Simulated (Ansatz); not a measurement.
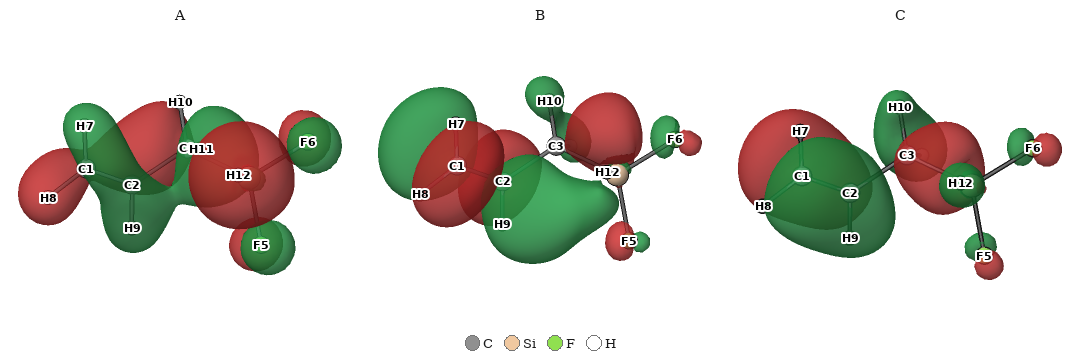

Figure. C₃H₆F₂Si (SMILES C=CC[SiH](F)F). Three frontier orbitals at ±0.08 Å⁻³ᐟ² (green and red are the two phases), in no order.

Geometry: PBE0-D4/def2-TZVP.

These are results of Ansatz, RKS PBE0-D4/def2-TZVPP, not measurements.

```tsv
atom	x (Å)	y (Å)	z (Å)
C	1.9589	0.5643	-0.1969
C	1.0506	-0.3874	-0.0257
C	-0.2020	-0.2443	0.7741
Si	-1.6704	-0.0234	-0.3388
F	-1.7875	-1.2737	-1.3146
F	-3.0045	0.0134	0.5262
H	1.8648	1.5344	0.2814
H	2.8322	0.4033	-0.8171
H	1.1876	-1.3423	-0.5280
H	-0.1504	0.6262	1.4366
H	-0.3813	-1.1252	1.4005
H	-1.6211	1.1993	-1.1636
```

Which picture is the HOMO−1, the HOMO and the LUMO?

Answer. A is the HOMO−1 (−9.74 eV). Its weight (Hirshfeld) is mainly on C3 (about 20 %), H12 (about 20 %), Si4 (about 20 %), C2 (about 15 %), C1 (about 10 %) and F6 (about 5 %). C is the HOMO (−7.56 eV). Its weight (Hirshfeld) is mainly on C1 (about 40 %), C2 (about 30 %), C3 (about 10 %) and Si4 (about 5 %); π-bonding across C1–C2. B is the LUMO (−0.21 eV). By Hirshfeld shares it lies mainly on C1 (about 30 %), C2 (about 25 %), Si4 (about 15 %) and C3 (about 5 %).

What is the HOMO–LUMO gap?

Answer. 7.35 eV between the orbital energies.
